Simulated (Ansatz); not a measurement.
# BH3O3 (boric acid): HF/3-21G

What is the electronic atomisation energy of BH3O3 (boric acid) at HF/3-21G? 

Program for the calculation: Ansatz 0.2.0.

54 further runs of the same task are left out: 1 that didn't finish, 53 set aside as unsound or not needed.

## Step 1: Starting point

BH3O3 has 7 atoms, charge 0, and is taken as a singlet. As SMILES, `OB(O)O`. The coordinates come from a PBE0-D4/def2-TZVP relaxation. This is a higher conformer, about 20 kJ/mol above the lowest found by a separate search.

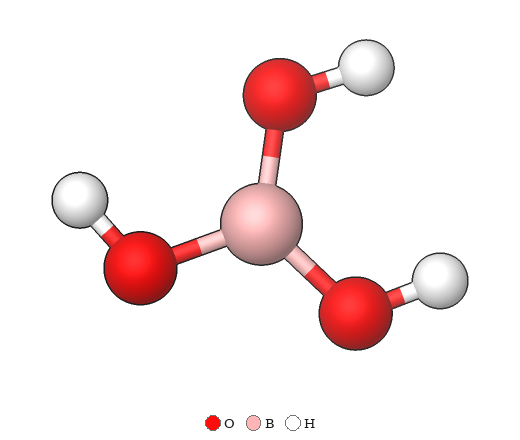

The structure, seen from a chosen angle (oxygen red, boron pink, hydrogen white).

## Step 2: The energy at HF/3-21G

File in.yaml:

```yaml
crystal:
  periodic: [false, false, false]
  atoms:
    - symbol: O
      position_ang: [-1.109700, 0.802600, 0.321900]
    - symbol: B
      position_ang: [-0.012200, -0.006800, 0.228700]
    - symbol: O
      position_ang: [0.501200, -0.469300, 1.400100]
    - symbol: O
      position_ang: [0.600700, -0.381300, -0.945400]
    - symbol: H
      position_ang: [-1.457400, 1.118600, -0.511500]
    - symbol: H
      position_ang: [1.266800, -1.028200, 1.254500]
    - symbol: H
      position_ang: [0.210500, -0.035700, -1.748300]
basis:
  gaussian: {orbitals: 3-21G.json}
accuracy: high
output: {orbitals: {seedname: orbitals}}
hamiltonian: {xc: hf}
```

The basis set 3-21G is read from a file made from the Basis Set Exchange's data (not shown).

Launch:

```console
$ ansatz run in.yaml --threads 1 --pin off --max-ram 3480MiB --events-out events.jsonl --progress --plain --runs-dir runs
```

Output:

```text
Warning: RAYON_NUM_THREADS=1 ignored (pool sized by the plan → 1); use --threads N
Functional definition: HF
  name "HF"
  exchange = exact_x
  correlation = 0
900 factors; integrals over basis functions are off by at most 4.5e-9 eV
mean field evaluation 1: about -6793.8919 eV, gradient 4.3e1 eV
mean field evaluation 2: about -6793.8954 eV, gradient 4.3e1 eV
mean field evaluation 4: about -6797.2336 eV, gradient 2.0e0 eV
mean field evaluation 8: about -6797.2467 eV, gradient 1.7e-1 eV
mean field -6797.24681627 eV, -249.7942131586 hartree, gradient 2.4e-8 eV, S^2 0.000000; 0 other end points of the search recorded, 0 dependent functions left out
reference -6797.24681627 eV, -249.7942131586 hartree; 16, 16 occupied and 26, 26 virtual orbitals, 900 factors
Total energy: -6797.24681627 eV, -249.7942131586 hartree
```

It took 0.32 s on 1 thread of Arm Neoverse V1, shared host.

## Step 3: The B atom

File input.yaml:

```yaml
crystal:
  periodic: [false, false, false]
  atoms:
    - {symbol: B, position_ang: [0.000000, 0.000000, 0.000000]}
basis:
  gaussian: {orbitals: 3-21G.json}
magnetization: {spin_polarized: true, initial_magnetization: 1}
hamiltonian: {xc: hf}
accuracy: high
```

The basis set 3-21G is read from a file made from the Basis Set Exchange's data (not shown).

Run the same way, it converges to -24.38976 Eh (log not shown).

## Step 4: The H atom at the same level

input.yaml: that of step 3 with these lines changed.

```diff
@@ -3,3 +3,3 @@
   atoms:
-    - {symbol: B, position_ang: [0.000000, 0.000000, 0.000000]}
+    - {symbol: H, position_ang: [0.000000, 0.000000, 0.000000]}
 basis:
```

The basis set 3-21G is read from a file made from the Basis Set Exchange's data (not shown).

Run the same way, it converges to -0.49620 Eh (log not shown).

## Step 5: The O atom at the same level

File run.yaml:

```yaml
crystal:
  periodic: [false, false, false]
  atoms:
    - {symbol: O, position_ang: [0.000000, 0.000000, 0.000000]}
basis:
  gaussian:
    orbitals: 3-21G.json
accuracy: high
hamiltonian:
  xc: hf
magnetization:
  spin_polarized: true
  initial_magnetization: 2
```

The basis set 3-21G is read from a file made from the Basis Set Exchange's data (not shown).

Launch:

```console
$ ansatz run run.yaml --threads 1 --pin off --max-ram 3480MiB --events-out events.jsonl --progress --plain --runs-dir runs
```

Output:

```text
Warning: RAYON_NUM_THREADS=1 ignored (pool sized by the plan → 1); use --threads N
[... 4 set-up lines as earlier in the session ...]
42 factors; integrals over basis functions are off by at most 1.4e-9 eV
mean field evaluation 1: about -2024.2447 eV, gradient 5.2e0 eV
mean field evaluation 2: about -2024.2456 eV, gradient 5.2e0 eV
mean field evaluation 4: about -2024.3533 eV, gradient 4.5e-1 eV
mean field evaluation 8: about -2024.3545 eV, gradient 8.4e-7 eV
mean field evaluation 16: about -2024.3543 eV, gradient 2.2e-1 eV
mean field -2024.35454065 eV, -74.3936572123 hartree, gradient 1.5e-8 eV, S^2 2.001100; 0 other end points of the search recorded, 0 dependent functions left out
reference -2024.35454065 eV, -74.3936572123 hartree; 5, 3 occupied and 4, 6 virtual orbitals, 42 factors
Total energy: -2024.35454065 eV, -74.3936572123 hartree
```

Wall time 0.04 s (1 thread of Arm Neoverse V1, shared host).

## Step 6: Outcome

At HF/3-21G:

```
                     quantity          value
       molecule: total energy  -249.79421 Eh
        molecule: HOMO energy      -13.04 eV
        molecule: LUMO energy        5.95 eV
      molecule: HOMO–LUMO gap       18.98 eV
         B atom: total energy   -24.38976 Eh
                 B atom: ⟨S²⟩          0.750
         H atom: total energy    -0.49620 Eh
                 H atom: ⟨S²⟩          0.750
         O atom: total energy   -74.39366 Eh
                 O atom: ⟨S²⟩          2.001
electronic atomisation energy      19.997 eV
```

In words: Taking the molecule apart into free atoms costs 20.00 eV (1929 kJ/mol), before zero-point energy and without spin-orbit coupling. Hartree–Fock lacks the correlation of the bonding pairs, which as a rule makes this value much too low; in minimal bases other errors can mask that. The basis has no polarisation functions, which makes bonds too weak.
